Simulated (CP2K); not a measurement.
**IPEA1-xTB run of CH6GaNO (SMILES NC[O][GaH2])**

What is the energy difference between two shapes of CH6GaNO at IPEA1-xTB? 

The results are computed with CP2K 2026.2.

2 further runs of the same task are left out: 2 set aside as unsound or not needed.

### Step 1. The structure to begin with

CH6GaNO has 10 atoms, charge 0, and is taken as a singlet. As SMILES, `NC[O][GaH2]`. The shape comes from GFN2-xTB, which is rough for such elements, and wasn't checked as a minimum. This is one conformer, not always the lowest.

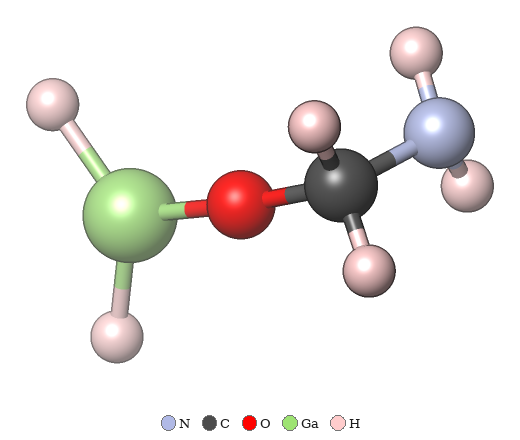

Viewed from a chosen angle; nitrogen light blue, carbon dark grey, oxygen red, gallium green, hydrogen pink.

### Step 2. Energy and forces at IPEA1-xTB

molecule.xyz

```xyz
10

N     -0.816190     1.450170    -0.704100
C      0.035500     0.368620    -1.076960
O      0.329100    -0.516410     0.001860
Ga     0.609750    -1.412280     1.416530
H     -1.707900     1.103470    -0.364220
H     -0.389660     2.004600     0.031870
H      0.977160     0.780300    -1.455840
H     -0.456390    -0.205270    -1.869530
H     -0.290990    -2.650390     1.630140
H      1.709640    -0.922820     2.390250
```

molecule.inp

```
&GLOBAL
  PROJECT molecule
  RUN_TYPE ENERGY_FORCE
  PRINT_LEVEL MEDIUM
&END GLOBAL

&FORCE_EVAL
  METHOD Quickstep
  &DFT
    CHARGE 0
    MULTIPLICITY 1
    &QS
      METHOD XTB
      EPS_DEFAULT 1.0E-10
      &XTB
        GFN_TYPE TBLITE
        &TBLITE
          METHOD IPEA1
        &END TBLITE
        CHECK_ATOMIC_CHARGES F
      &END XTB
    &END QS
    &POISSON
      PERIODIC NONE
      POISSON_SOLVER ANALYTIC
    &END POISSON
    &SCF
      SCF_GUESS ATOMIC
      EPS_SCF 1.0E-06
      MAX_SCF 150
      ADDED_MOS 4
      &DIAGONALIZATION
        ALGORITHM STANDARD
      &END DIAGONALIZATION
      &MIXING
        METHOD DIRECT_P_MIXING
        ALPHA 0.4
      &END MIXING
      &SMEAR ON
        METHOD FERMI_DIRAC
        ELECTRONIC_TEMPERATURE [K] 300
      &END SMEAR
    &END SCF
    &PRINT
      &MOMENTS
        PERIODIC F
        REFERENCE COM
        MAX_MOMENT 1
      &END MOMENTS
      &MO ON
        ENERGIES T
        OCCUPATION_NUMBERS T
        NDIGITS 6
        &EACH
          QS_SCF 0
        &END EACH
        ADD_LAST NUMERIC
      &END MO
      &HIRSHFELD OFF
      &END HIRSHFELD
    &END PRINT
  &END DFT
  &SUBSYS
    &CELL
      ABC [angstrom] 13.4 14.7 14.3
      PERIODIC NONE
    &END CELL
    &TOPOLOGY
      COORD_FILE_NAME molecule.xyz
      COORD_FILE_FORMAT XYZ
      &CENTER_COORDINATES
      &END CENTER_COORDINATES
    &END TOPOLOGY
  &END SUBSYS
  &PRINT
    &FORCES ON
    &END FORCES
  &END PRINT
&END FORCE_EVAL
```

Started as:

```
$ OMP_NUM_THREADS=1 cp2k.psmp molecule.inp > molecule.out
```

Standard output, shortened:

```text
CP2K| version string:                                       CP2K version 2026.2
[...]
 GLOBAL| Method name                                                        CP2K
[...]
 GLOBAL| Run type                                                   ENERGY_FORCE
[...]
                             - Atoms:                                         10
[...]
                             - Spherical basis functions:                     36
[...]
 Number of electrons:                                                         24
[...]
  *** SCF run converged in    25 steps ***
[...]
  Fermi energy:                                                -0.26928168647960
[...]
 TB_DIPOLE| Moment [Debye]         -0.45230073       0.70471826      -0.00511028
 TB_DIPOLE| Derivative [a.u.]       0.00000000       0.00000000       0.00000000
[...]
 ENERGY| Total FORCE_EVAL ( QS ) energy [hartree]            -15.807073557839916
 FORCES| Atomic forces [hartree/bohr]
 FORCES|   Atom     x               y               z               |f|
 FORCES|      1  1.81558393E-03 -2.87927676E-03  1.56592407E-03   3.74682504E-03
 FORCES|      2  9.25523865E-03 -1.16371649E-02 -2.18353123E-03   1.50283352E-02
 FORCES|      3 -1.13260750E-02  1.88939329E-02 -1.25070284E-02   2.53315304E-02
 FORCES|      4  2.78972524E-03 -1.04397777E-02  1.96226313E-02   2.24013211E-02
 FORCES|      5 -4.82501084E-03 -2.14473586E-03  2.24574740E-03   5.73794414E-03
 FORCES|      6  2.39349926E-03  2.89008541E-03  4.29617301E-03   5.70425586E-03
 FORCES|      7 -2.50631070E-04  2.63532569E-04 -1.93668974E-03   1.97054117E-03
 FORCES|      8  5.96373504E-04  1.10078366E-03 -1.73103407E-03   2.13632043E-03
 FORCES|      9  3.52532505E-03  4.70131554E-03 -3.07806031E-03   6.63360685E-03
 FORCES|     10 -3.97402876E-03 -7.48694842E-04 -6.29413205E-03   7.48127976E-03
 FORCES| Sum     1.14491749E-16 -4.11996826E-17  6.93889390E-18
 FORCES| Total atomic force                                       1.21876670E-16
[...]
```

It took 0.94 s on 1 thread of Intel Xeon 6975P-C (Granite Rapids), shared host; peak memory 0.19 GiB.

### Step 3. The distorted shape at the same level

molecule.xyz

```xyz
10

N     -0.863967     1.485234    -0.662879
C     -0.037618     0.294223    -1.074542
O      0.355283    -0.538173     0.011410
Ga     0.578348    -1.430084     1.325193
H     -1.666208     1.129362    -0.352596
H     -0.474757     1.992072    -0.040098
H      1.087897     0.824131    -1.380809
H     -0.355053    -0.193854    -1.898240
H     -0.225094    -2.677099     1.636582
H      1.665881    -0.860259     2.449328
```

mol.inp

```
&GLOBAL
   PROJECT_NAME mol
   RUN_TYPE ENERGY_FORCE
   PRINT_LEVEL MEDIUM
&END GLOBAL
&FORCE_EVAL
   METHOD QUICKSTEP
   &DFT
      # Quickstep
      &QS
         METHOD XTB
         EPS_DEFAULT 1.0E-10
         &XTB
            GFN_TYPE TBLITE
            &TBLITE
               METHOD IPEA1
            &END TBLITE
            CHECK_ATOMIC_CHARGES F
         &END XTB
      &END QS
      # isolated system
      &POISSON
         PERIODIC NONE
         POISSON_SOLVER ANALYTIC
      &END POISSON
      &SCF
         SCF_GUESS ATOMIC
         EPS_SCF 1.0E-06
         MAX_SCF 150
         ADDED_MOS 4
         &DIAGONALIZATION
            ALGORITHM STANDARD
         &END DIAGONALIZATION
         &MIXING
            METHOD DIRECT_P_MIXING
            ALPHA 0.4
         &END MIXING
         &SMEAR ON
            METHOD FERMI_DIRAC
            ELECTRONIC_TEMPERATURE [K] 300
         &END SMEAR
      &END SCF
      &PRINT
         &MOMENTS
            PERIODIC F
            REFERENCE COM
            MAX_MOMENT 1
         &END MOMENTS
         &MO ON
            ENERGIES T
            OCCUPATION_NUMBERS T
            NDIGITS 6
            &EACH
               QS_SCF 0
            &END EACH
            ADD_LAST NUMERIC
         &END MO
         &HIRSHFELD OFF
         &END HIRSHFELD
      &END PRINT
   &END DFT
   # structure
   &SUBSYS
      &CELL
         ABC 13.3 14.7 14.3
         PERIODIC NONE
      &END CELL
      &TOPOLOGY
         COORD_FILE_NAME molecule.xyz
         COORD_FILE_FORMAT XYZ
         &CENTER_COORDINATES
         &END CENTER_COORDINATES
      &END TOPOLOGY
   &END SUBSYS
   &PRINT
      &FORCES ON
      &END FORCES
   &END PRINT
&END FORCE_EVAL
```

Started as:

```
$ OMP_NUM_THREADS=1 cp2k.psmp -i mol.inp > mol.out 2>&1
```

Standard output, shortened:

```text
CP2K| version string:                                       CP2K version 2026.2
[...]
 GLOBAL| Method name                                                        CP2K
[...]
 GLOBAL| Run type                                                   ENERGY_FORCE
[...]
                             - Atoms:                                         10
[...]
                             - Spherical basis functions:                     36
[...]
 Number of electrons:                                                         24
[...]
  *** SCF run converged in    21 steps ***
[...]
  Fermi energy:                                                -0.27206809260794
[...]
 TB_DIPOLE| Moment [Debye]         -0.74032823       0.52124159      -0.38558525
 TB_DIPOLE| Derivative [a.u.]       0.00000000       0.00000000       0.00000000
[...]
 ENERGY| Total FORCE_EVAL ( QS ) energy [hartree]            -15.724432179109662
 FORCES| Atomic forces [hartree/bohr]
 FORCES|   Atom     x               y               z               |f|
 FORCES|      1  2.97643208E-02 -1.27776685E-01 -1.94782620E-01   2.34846897E-01
 FORCES|      2  1.33057073E-01  1.15701721E-01  6.76670020E-02   1.88864755E-01
 FORCES|      3 -4.49240139E-02  6.58835846E-02 -8.84172365E-02   1.19064778E-01
 FORCES|      4  4.22201400E-02 -3.46096967E-02  1.13533520E-01   1.25977107E-01
 FORCES|      5 -1.15174293E-01 -4.26334710E-02  4.24886847E-02   1.29953911E-01
 FORCES|      6  9.79782677E-02  1.13561597E-01  1.42533635E-01   2.06910160E-01
 FORCES|      7 -7.75277716E-02 -3.12936012E-02  7.59624768E-03   8.39496744E-02
 FORCES|      8 -3.72831660E-02 -3.85241839E-02 -5.80176131E-02   7.89948773E-02
 FORCES|      9 -4.62795324E-03 -8.37077893E-03 -3.20879369E-03   1.00888180E-02
 FORCES|     10 -2.34826035E-02 -1.19384852E-02 -2.93928263E-02   3.94702209E-02
 FORCES| Sum    -7.63278329E-17  7.28583860E-17 -2.11636264E-16
 FORCES| Total atomic force                                       2.36482961E-16
[...]
```

Run time: 0.92 s. Hardware: 1 thread of Intel Xeon 6975P-C (Granite Rapids), shared host; peak memory 0.19 GiB.

### Step 4. Results

At IPEA1-xTB:

```
                                                  quantity         value
                                 first shape: total energy  -15.80707 Eh
    first shape: dipole moment (from atomic charges alone)        0.84 D
                                  first shape: HOMO energy     -11.79 eV
                                  first shape: LUMO energy      -6.43 eV
                                first shape: HOMO–LUMO gap       5.36 eV
                     first shape: largest force on an atom    1.303 eV/Å
                             distorted shape: total energy  -15.72443 Eh
distorted shape: dipole moment (from atomic charges alone)        0.98 D
                              distorted shape: HOMO energy     -11.80 eV
                              distorted shape: LUMO energy      -6.51 eV
                            distorted shape: HOMO–LUMO gap       5.29 eV
                 distorted shape: largest force on an atom   12.076 eV/Å
                    energy change with the atoms displaced      2.249 eV
```

**Reading.** With the atoms displaced the energy rises by 2.25 eV (52 kcal/mol). The first shape isn't relaxed at this level, so the change isn't measured from a minimum. The largest force (first shape) is 1.30 eV/Å: the shape isn't a stationary point for this species at this level. The dipole (first shape) comes from point charges on the atoms alone, without atomic dipoles, so it is partial. The dipole (distorted shape) comes from point charges on the atoms alone, without atomic dipoles, so it is partial.
